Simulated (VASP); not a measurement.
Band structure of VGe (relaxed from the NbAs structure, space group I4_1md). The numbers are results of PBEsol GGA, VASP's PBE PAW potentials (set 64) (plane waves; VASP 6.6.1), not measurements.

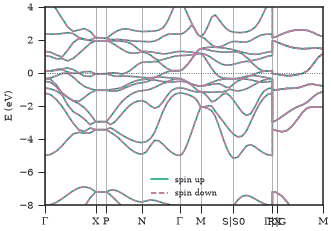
*Bands along high-symmetry lines, zero at the valence-band maximum or, without a gap, the Fermi level*

Question: Read the plot: is there a gap, and where are the band edges?

Answer: It has no gap at this level: it comes out as a metal or semimetal. (Edges off the drawn lines would not show.)

The structure was generated: VGe was put into the NbAs type (I4_1md), which need not be its known phase. It was relaxed first.
